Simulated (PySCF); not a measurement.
## Electronic structure of CsBr in real space

```xyz
2

Cs    0.0000    0.0000   -1.1695
Br    0.0000    0.0000    1.9695
```

Core potentials replace the inner electrons of Cs.

Computed with PySCF 2.14.0, PBE0/def2-SVP, non-relativistic Hamiltonian with scalar-relativistic core potentials where named, at a bond length of 3.139 Å.

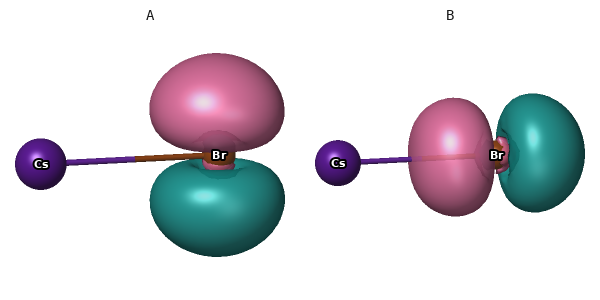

Figure 1. Two frontier orbitals, each drawn at the value that holds 80 % of its norm (teal and pink are the two phases), in no order; of a degenerate pair one member is drawn.

Question: Name the orbitals and rank them from lowest to highest energy.

Answer: Orbital B: σ, occupied, −5.59 eV; mainly on Br (90 %).
Orbital A: π, occupied, −5.43 eV; almost wholly on Br.

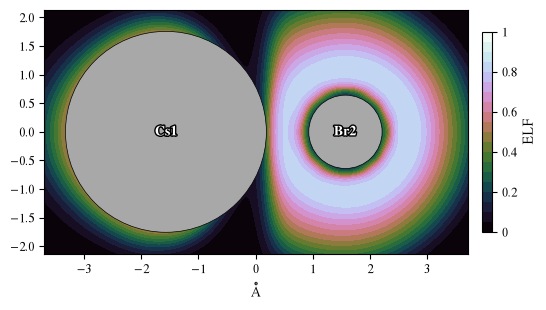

Figure 2. Electron localisation function on a plane that holds the molecular axis. Grey discs cover the atomic cores.

Question: Read the bonding off the picture.

Answer: The section cuts through Cs and Br sites. Cs–Br (3.14 Å): the ELF peaks at about 0.80 in the valence shell of Br, 1.1 Å from its nucleus, and drops to about 0.10 between the two atoms: an ionic contact with no shared pair.

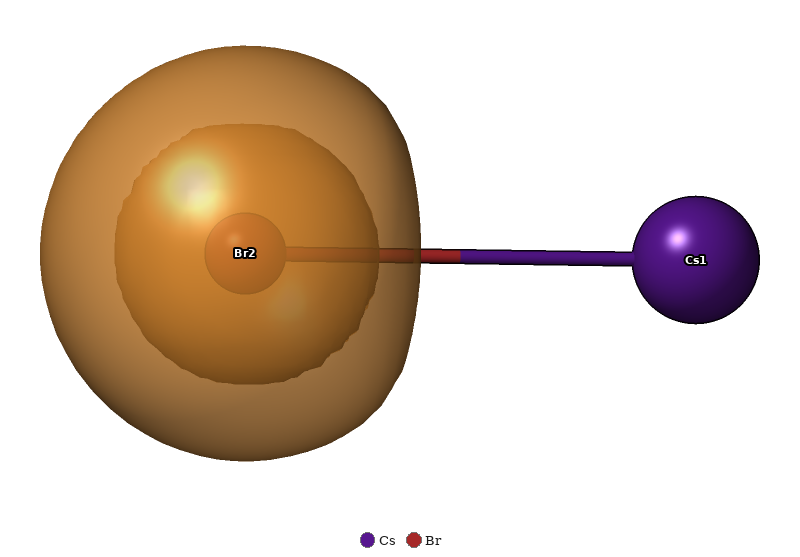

Figure 3. Isosurface of the electron localisation function at 0.75 (orange), seen from one side. Only the valence region is drawn (cores and ρ < 0.01 e/Å³ removed).

Question: Identify the bonds, lone pairs and shells in this picture.

Answer: At this value the surface marks out one region wrapped around Br (its valence shell).

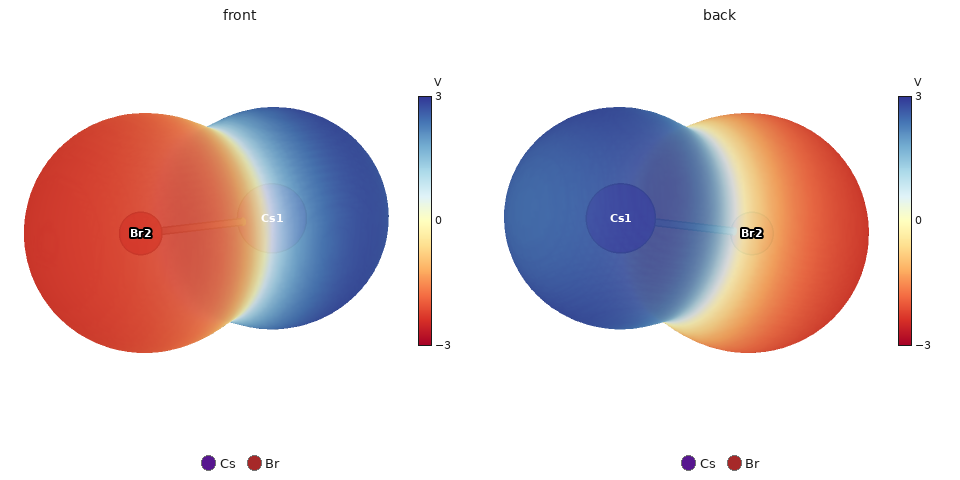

Figure 4. The molecular electrostatic potential painted on the density surface at 0.001 e/bohr³, seen from the front and from behind; the colour scale runs from red (negative) to blue (positive).

Question: Describe the electrostatic potential map.

Answer: The most negative region (about −2.3 V) lies over Br2, the most positive (about +2.8 V) over Cs1.
